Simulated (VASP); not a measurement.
Band structure of CdS (wurtzite). Level of theory: MS2 meta-GGA, VASP's PBE PAW potentials (set 64) (plane waves; VASP).

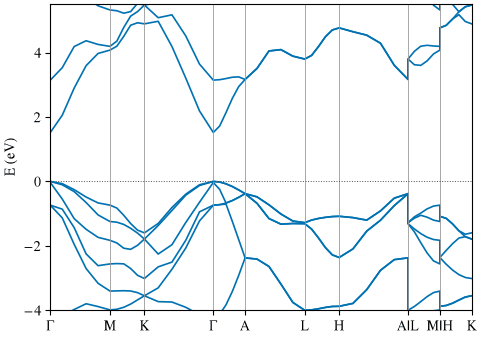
Figure. Bands along high-symmetry lines, zero at the valence-band maximum or, without a gap, the Fermi level

### Question
Read the plot: is there a gap, and where are the band edges?

### Answer
The gap is direct, 1.52 eV, from the valence maximum at Γ to the conduction minimum at Γ.

Measured: gap 2.64 eV at 0 K (computed value off by -1.12 eV), as given by X. Ren et al., All-electron periodic G0W0 implementation with numerical atomic orbital basis functions: algorithm and benchmarks (2021), arXiv:2011.01400 [zero-point renormalisation of 0.068 eV removed from the gap extrapolated to 0 K (as printed)].

The compound is CdS in the wurtzite structure. It was relaxed first.
